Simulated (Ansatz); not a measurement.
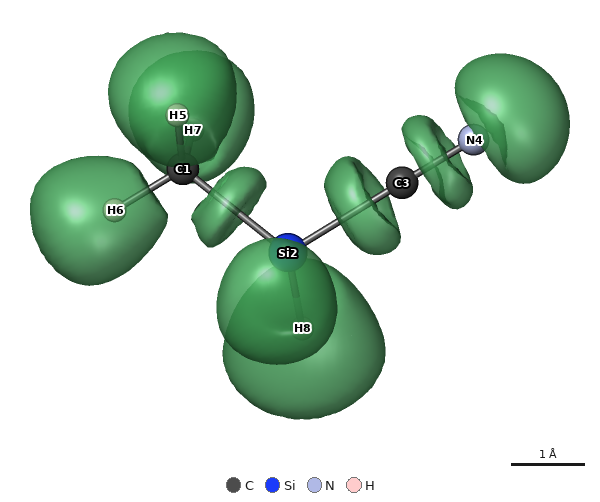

The picture shows: C$_{2}$H$_{4}$NSi (SMILES C[SiH]C#N) (doublet). Isosurface of the ELF at 0.8 (green), seen at a tilt. Core shells and regions of very low density are left out.

The calculation used UKS PBE0-D4/def2-SVP in Ansatz 0.2.0.

```yaml
atoms:
  - { symbol: C, position_ang: [-0.6469, 0.9230, -0.3591] }
  - { symbol: Si, position_ang: [0.0642, -0.2897, 0.8777] }
  - { symbol: C, position_ang: [1.5009, -1.1910, 0.1452] }
  - { symbol: N, position_ang: [2.4568, -1.7070, -0.2696] }
  - { symbol: H, position_ang: [0.1243, 1.6334, -0.6908] }
  - { symbol: H, position_ang: [-1.4745, 1.4903, 0.0918] }
  - { symbol: H, position_ang: [-1.0295, 0.3857, -1.2420] }
  - { symbol: H, position_ang: [-0.9031, -1.3016, 1.3909] }
```

Identify the bonds, lone pairs and shells in this picture.

The surface consists of one region between bonded C–N atoms (shared pairs), two regions between bonded C–Si atoms (shared pairs), four regions around hydrogen nuclei, one lobe on N, pointing away from the bonds (non-bonding electrons) and one lobe on Si, pointing away from the bonds (non-bonding electrons).

Values along the shortest contacts:
C–N (1.16 Å): the ELF peaks at about 0.85 between the atoms (a short, multiple covalent bond). C–Si (1.85 Å): the ELF peaks at about 0.95 between the atoms (a covalent bond).
